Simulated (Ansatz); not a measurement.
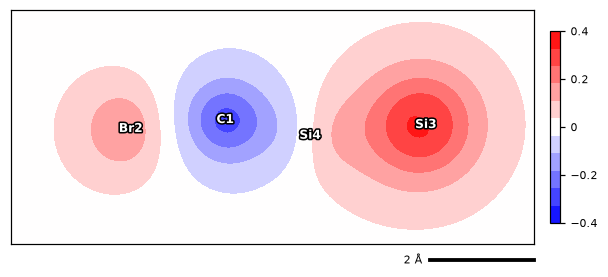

*CBrSi₂ (SMILES [Si]=[Si]=[C-]Br) (charge −1, triplet). The HOMO (α) on a plane 0.8 Å above the molecular plane (values in Å⁻³ᐟ²; the overall sign is arbitrary).*

Geometry: PBE0-D3(BJ)/def2-SVPD; ⟨S²⟩ = 2.10, above the pure value of 2.00.

Computed with isolated molecule in a Gaussian basis; Kohn-Sham density functional theory, functional PBE0 in Ansatz.

Where does this orbital lie, and at what energy?

It lies mainly on Si3 (about 60 %), C1 (about 20 %), Si4 (about 15 %) and Br2 (about 10 %). Its energy is −0.91 eV.
